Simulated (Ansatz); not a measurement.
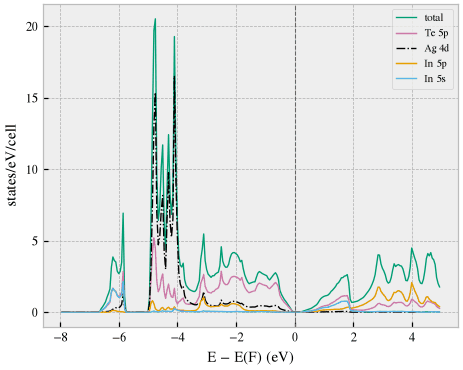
Figure: Total and projected density of states of InAgTe$_{2}$ in space group P-4m2 (No. 115; In on 1c, Ag on 1a, Te on 2g), LDA in the plane-wave PAW code Ansatz

Task: Which orbitals carry the states next to the Fermi level?

Result: Within 0.5 eV of the Fermi level: Te 5p 73 %, Ag 4d 15 %. Projections are on Löwdin-orthogonalised atomic valence shells; empty p or d shells of many metals are not among them.

Task: Where is the tallest occupied peak in this window, and what makes it?

Result: Near -4.8 eV, about 21 states/eV per cell; the largest projected share is Ag 4d.

The workflow started from a Materials Project entry (that database holds measured and hypothetical structures alike); the Crystallography Open Database copy checked does not list it. COD files the formula under space group No. 122, so this cell is another polymorph or a model. With In and Ag taken as one species the cell has the higher symmetry F-43m, so it may be an ordered model of a mixed-site phase. Whether it is the stable phase at ambient conditions was not checked. The LDA relaxation kept the symmetry of its start; of distortions, only those at the zone centre were tested. The run is not spin-polarised. Scalar-relativistic: spin–orbit coupling is off unless named, which matters more the heavier the elements.

Potentials: the later of the program's two PAW sets.
